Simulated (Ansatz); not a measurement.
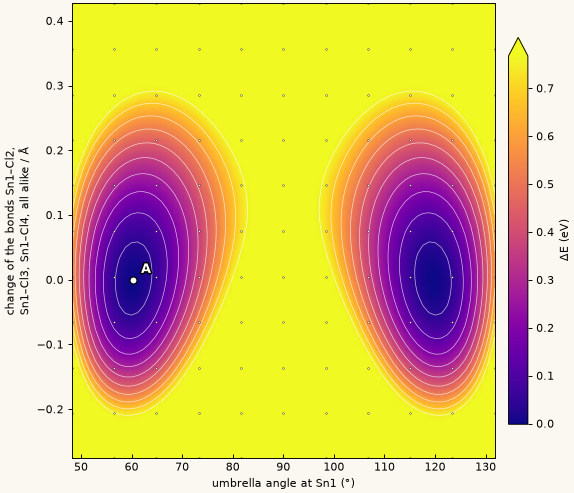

[SnCl3]-, charge −1. The first coordinate is: umbrella angle at Sn1 (between each of its bonds and their common axis; 90 is planar); the second: change of the bonds Sn1–Cl2, Sn1–Cl3, Sn1–Cl4, all alike. Nothing is relaxed (all other coordinates rigid). Grid: 11 × 11 points; 66 points were computed and 55 follow by symmetry. Points are written as (first, second). Energies are in eV, from the relaxed molecule at the same level. Method: Ansatz, RKS PBE0-D4/def2-SVPD.

The picture shows a smooth colour map with a few white contour lines, dots at the grid points, one colour for all values above the top of the scale, the well A. Between grid points the surface is interpolated.

**Estimate the position of the minimum and the force constants in these coordinates. Take the well at A.**

The interpolated minimum is at the first coordinate ≈ 60.2°, the second coordinate ≈ 0.000 Å. The curvatures there are about 21 eV/rad² and 26 eV/Å², with a cross term of about −3.1 eV/(rad·Å). Round the minimum the two coordinates are weakly coupled (coupling −0.13 in units of the two stiffnesses).
